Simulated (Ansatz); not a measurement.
Take MgSe in the rock salt structure (space group Fm-3m, No. 225; a = 5.508 Å) as the base.

The change: the cell is scaled by 1.0200 in all directions, atoms relaxed at fixed cell.

Level of theory: DFT with PBE, PAW potentials and a 420 eV plane-wave cutoff in Ansatz (a program for electronic structure), scalar-relativistic without spin-orbit coupling.

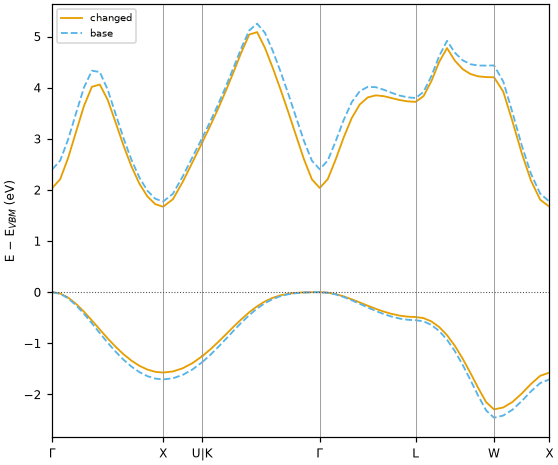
Fig. 1. Highest valence and lowest conduction band along the path, each from its own valence-band maximum

The gap is 1.67 eV, indirect, Γ → X; the base has 1.77 eV.

The cells carry an imposed strain or load. Whether these cells are dynamically stable was not tested.
